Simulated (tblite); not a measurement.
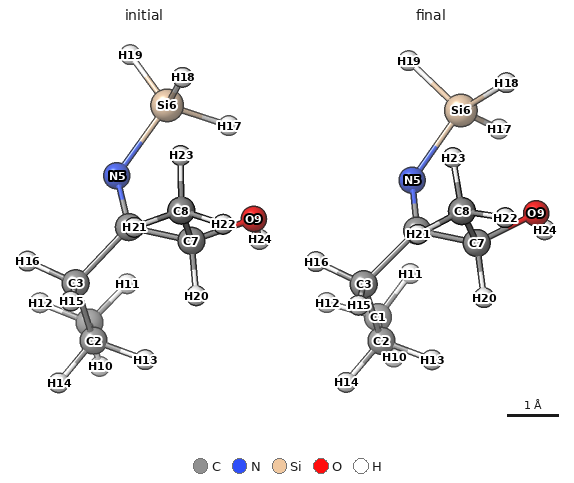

The structure of C6H15NOSi before (left) and after (right) a relaxation, at one scale.

A ball-and-stick model, seen from a free direction.

Method: tblite, GFN2-xTB geometry optimisation, gas phase. 

Q: Summarise the run.

A: The atom that moves furthest after the best rigid fit is an H atom (0.86 Å). By element the largest moves are H 0.86 Å, Si 0.20 Å, N 0.20 Å, O 0.18 Å, C 0.14 Å. Some distances before and after: C–N 1.287 → 1.251 Å, C–C 1.537 → 1.503 Å, C–C 1.507 → 1.537 Å, C–C 1.554 → 1.524 Å. Bond angles that change, for instance: N–Si–H 109.7° → 121.4°, C–N–Si 126.0° → 135.3°, N–Si–H 108.4° → 100.6°. Groups turn about N–Si by about 25°. Over 119 geometry steps the energy falls by 0.313 eV.
